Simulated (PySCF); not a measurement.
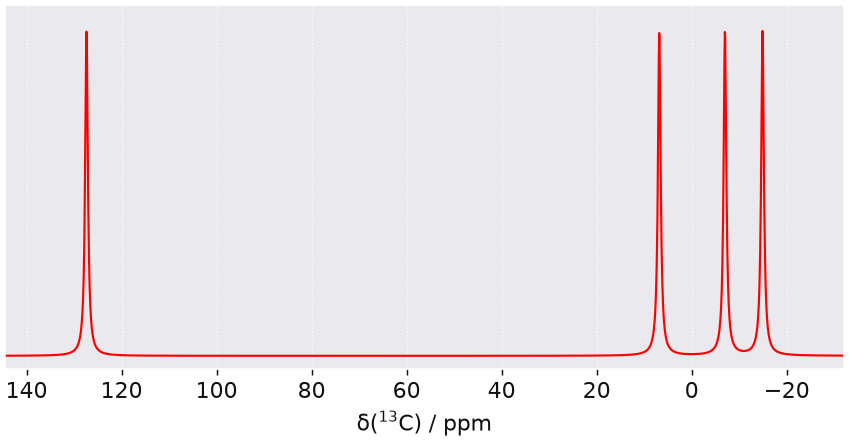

GIAO shifts, PBE0/pcSseg-1 in PySCF, at a GFN2-xTB geometry (no frequency check), against TMS for ¹³C computed at the same level. Gas phase, fully decoupled, line heights follow the number of nuclei, widths are arbitrary (no quadrupolar broadening); values of one conformer, averaged over methyl-type rotors and exact or near symmetry; other conformers aren't averaged in.

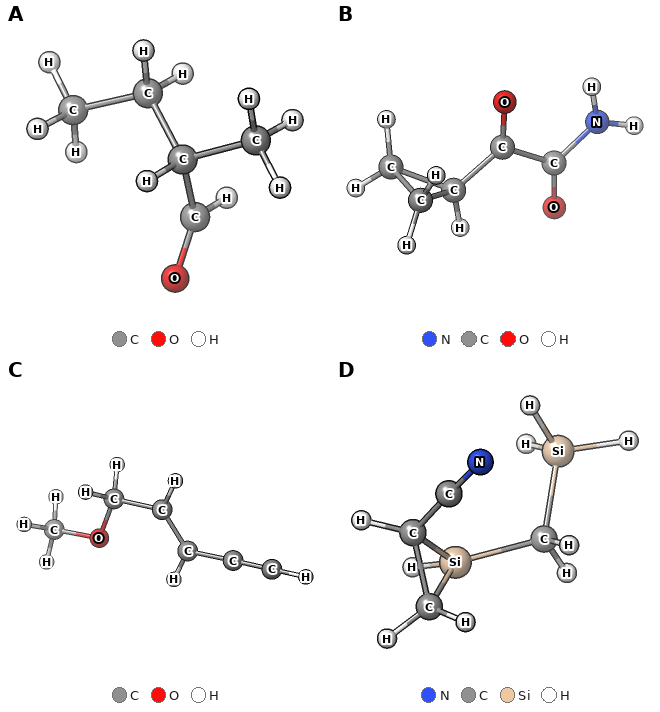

Question: Which structure fits the spectrum? The candidates are drawn in the second picture.

Answer: Structure D, C₄H₉NSi₂, SMILES N#C[C@@H]1C[Si@@H]1C[SiH3]. Its ¹³C signals: 127.4 (1 C), 6.8 (1 C), −7.0 (1 C), −14.9 (1 C) ppm.

Note: the tight-binding geometry is rougher than a DFT one and adds to the error.
